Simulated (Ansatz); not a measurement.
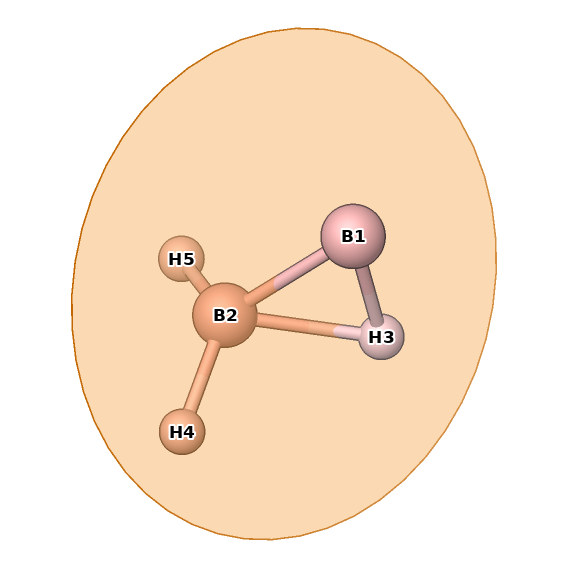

A disc through the centre of mass is drawn in. Distant atoms are faded towards the background colour. The species is neutral and a spin doublet. Computed geometry: PBE0-D4/def2-TZVP optimisation. No frequency run is at hand to confirm it as a minimum.

**Is the plane of the disc a mirror plane of the structure?**

No. The point group is Cs, with 1 mirror plane, and this plane isn't one of its mirror planes.
